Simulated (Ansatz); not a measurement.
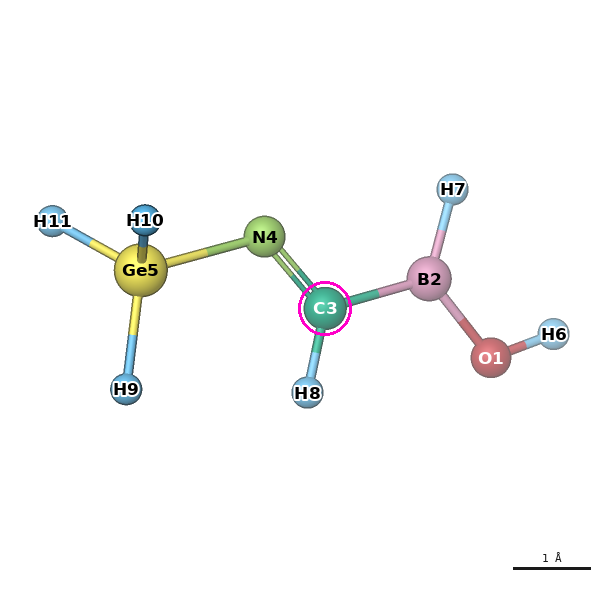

Orthographic view. Depth is shown by fading: the farther an atom, the more it takes the colour of the background. Computed geometry: PBE-D4/def2-SVP optimisation. No frequency run is at hand to confirm it as a minimum.

Which atoms are bonded to the circled atom?

Answer. The circled atom is C3; it is bonded to B2, N4, H8.

What is the shortest path along bonds from the circled atom to H10?

Answer. C3–N4–Ge5–H10, 3 bonds; through space the two are 3.75 Å apart.

Which atom is nearest the viewer?

Answer. H10, 2.5 Å in front of the mean position.
